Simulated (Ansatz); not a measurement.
# SiNH$_{3}$ClO: frequency calculation

The run: frequency calculation of SiNH$_{3}$ClO, multiplicity 2, SMILES [NH][SiH](O)Cl. Method and program: HF/STO-3G, UHF (Ansatz 0.2.0).

The geometry was optimised with HF/STO-3G. Figures and captions count atoms from 1; the log counts them from 0 in places.

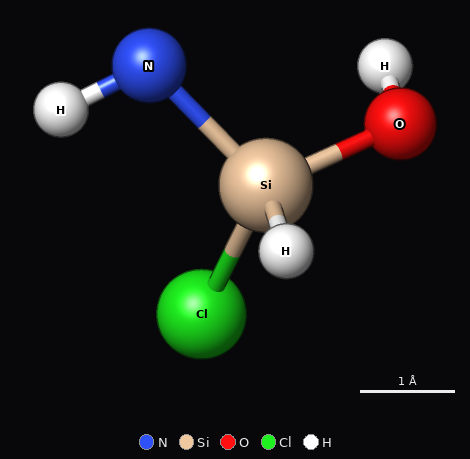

*The structure (ball-and-stick view, seen at a tilt).*

Bond lengths as drawn: Cl–Si 2.10 Å, H–N 1.05 Å, H–O 0.98 Å, H–Si 1.42 Å, N–Si 1.79 Å and O–Si 1.66 Å.

**Input file**
```yaml
crystal:
  periodic: [false, false, false]
  atoms:
    - {symbol: "N", position_ang: [-0.202277, 1.322881, -0.722977]}
    - {symbol: Si, position_ang: [-0.037749, -0.078549, 0.385078]}
    - {symbol: O, position_ang: [1.498739, -0.692400, 0.321415]}
    - {symbol: Cl, position_ang: [-1.409593, -1.544714, -0.218200]}
    - {symbol: H, position_ang: [-1.228091, 1.442714, -0.925697]}
    - {symbol: H, position_ang: [-0.336071, 0.272826, 1.731363]}
    - {symbol: H, position_ang: [1.776342, -0.790658, -0.616682]}
basis:
  gaussian:
    orbitals: STO-3G
magnetization:
  spin_polarized: true
  initial_magnetization: 1
hamiltonian:
  xc: hf
phonons:
  temperatures: {t_min: 298.15, t_max: 298.15, t_step: 1}
```

Hardware: 1 thread of Arm Neoverse N1, 112 GiB of memory available, shared host.

Launched with:
```bash
ansatz run in.yaml --threads 1 --pin off --max-ram 3480MiB --events-out events.jsonl --progress --plain --runs-dir runs
```

**Output**
```
Functional definition: HF
  name "HF"
  exchange = exact_x
  correlation = 0
415 factors; integrals over basis functions are off by at most 8.2e-6 eV
mean field evaluation 1: about -23659.4192 eV, gradient 1.8e1 eV
mean field evaluation 2: about -23659.4761 eV, gradient 1.8e1 eV
mean field evaluation 4: about -23661.9991 eV, gradient 1.2e0 eV
mean field evaluation 8: about -23662.0235 eV, gradient 3.7e-3 eV
mean field -23662.02198849 eV, -869.5632693826 hartree, gradient 3.8e-5 eV, S^2 0.759853; 0 other end points of the search recorded, 0 dependent functions left out
the calculation of the forces begins
reference -23662.02198849 eV, -869.5632693826 hartree; 25, 24 occupied and 6, 7 virtual orbitals, 415 factors
these checks for a lower state are left out or cut short: stability, starts, cluster_reference, orbital_swaps, neighbouring_geometries, increment
415 factors; integrals over basis functions are off by at most 8.3e-6 eV
mean field evaluation 16: about -23662.0218 eV, gradient 1.4e-4 eV
mean field -23662.02183030 eV, -869.5632635690 hartree, gradient 2.2e-6 eV, S^2 0.759893; 0 other end points of the search recorded, 0 dependent functions left out
[... from here on the field's lines of each further geometry are left out, up to the last ...]
the calculation of the forces begins
reference -23662.02180625 eV, -869.5632626851 hartree; 25, 24 occupied and 6, 7 virtual orbitals, 415 factors
these checks for a lower state are left out or cut short: stability, starts, cluster_reference, orbital_swaps, neighbouring_geometries, increment
415 factors; integrals over basis functions are off by at most 8.2e-6 eV
mean field -23662.02181093 eV, -869.5632628571 hartree, gradient 2.2e-6 eV, S^2 0.759853; 0 other end points of the search recorded, 0 dependent functions left out
the calculation of the forces begins
reference -23662.02181093 eV, -869.5632628571 hartree; 25, 24 occupied and 6, 7 virtual orbitals, 415 factors
Total energy: -23662.02198849 eV, -869.5632693826 hartree
Atom 0 at    -0.202277     1.322881    -0.722977 Å, force     0.001795     0.000819    -0.000581 eV/Å
Atom 1 at    -0.037749    -0.078549     0.385078 Å, force    -0.000569    -0.000195     0.000395 eV/Å
Atom 2 at     1.498739    -0.692400     0.321415 Å, force     0.000294    -0.000213     0.000548 eV/Å
Atom 3 at    -1.409593    -1.544714    -0.218200 Å, force    -0.000400    -0.000676     0.000098 eV/Å
Atom 4 at    -1.228091     1.442714    -0.925697 Å, force    -0.001854     0.000544    -0.000371 eV/Å
Atom 5 at    -0.336071     0.272826     1.731363 Å, force     0.000003    -0.000132     0.000533 eV/Å
Atom 6 at     1.776342    -0.790658    -0.616682 Å, force     0.000731    -0.000147    -0.000622 eV/Å
Dipole moment:     0.071115     0.324702     0.045151 e Å
Vibrations: 183.56 231.16 243.70 317.79 350.99 612.38 831.94 896.81 976.81 1022.44 1189.12 1311.67 2897.63 3828.24 4287.34 cm⁻¹, zero-point energy 1.189106 eV
```

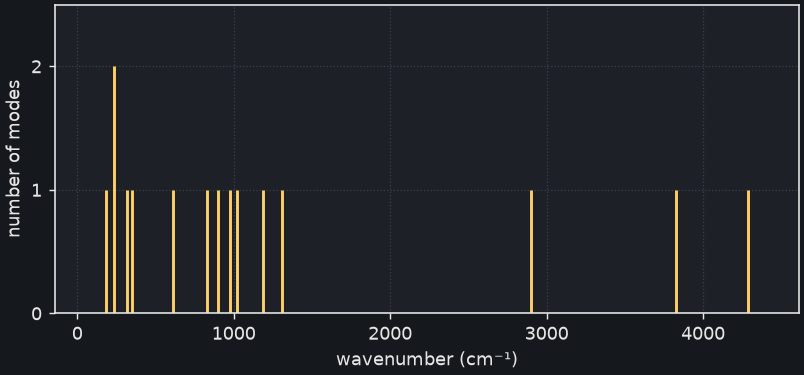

*Harmonic vibrational wavenumbers from the force constants; neighbouring modes closer than 19 cm⁻¹ are counted in one stick.*

15 modes from 184 to 4287 cm⁻¹, none imaginary.

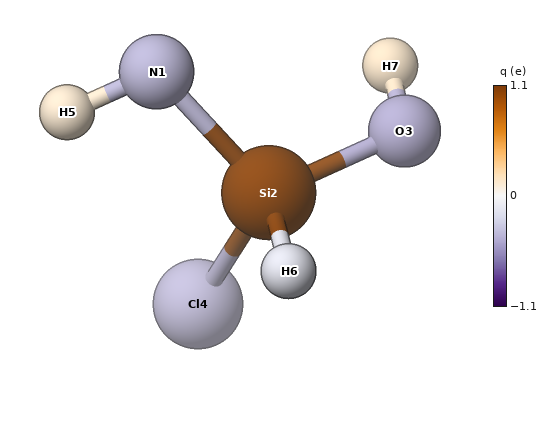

*Mulliken charges, as the colour of each atom (ball-and-stick view, seen at a tilt; atoms are numbered from 1 in the order of the input; Mulliken charges depend strongly on the basis).*

By element: N −0.38, Si +1.06, O −0.45, Cl −0.42 and H −0.12 to +0.18 e.

**Key numbers**

```tsv
quantity	value
outcome	converged
total energy	−869.563269 hartree
basis functions	31
largest force	0.002 eV/Å
⟨S²⟩	0.760
zero-point energy	0.043699 hartree
dipole moment	1.61 D
wavenumbers, lowest and highest	184 and 4287 cm⁻¹
wall time	31 s
peak memory	0.087 GiB
```
